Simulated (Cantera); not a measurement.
Feed: 1 mol Si, 1.7 mol HCl, 4.1 mol H₂, equilibrated at 17000 Pa.

Method: chemical equilibrium by Gibbs-energy minimisation in Cantera with the NASA 1993 tables (ideal gas, pure condensed phases). Candidate condensed phases: Si; 19 gas species. The tables' values for SiCl₃, SiCl are old estimates; treat these amounts as uncertain. Gases not in the tables: Si₂H₆ and higher silanes. Kinetics and transport are ignored.

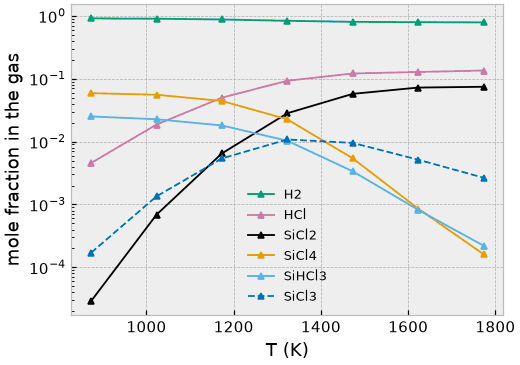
Figure. Equilibrium gas composition (values under 1e-9 drawn at 1e-9)

From 873 K to 1623 K the condensed part is Si(s). At 1773 K the condensed part is Si(l). The main Si-bearing gas is SiCl₄ at 873 K and SiCl₂ at 1773 K. The share of Si in condensed phases is highest at 1323 K (59.4 %) and lowest at 1623 K (54.2 %).
